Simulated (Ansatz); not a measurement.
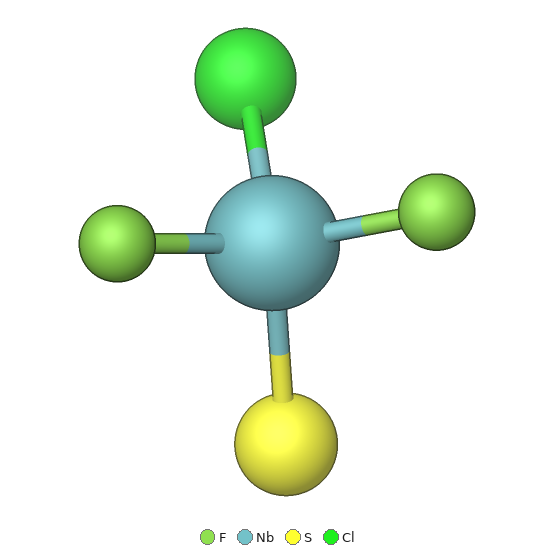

A metal compound. Charge 0, singlet. The computed structure is the end point of a PBE0-D4/def2-TZVP optimisation.

> Describe the coordination sphere.

Nb binds 4 atoms: 2 F at 1.85 Å, 1 S at 2.12 Å, 1 Cl at 2.27 Å. The arrangement is tetrahedral.

> What are the formal oxidation state of the metal and its number of d electrons?

Nb(V), d⁰, counting the ligands as closed-shell ions or neutral donors.
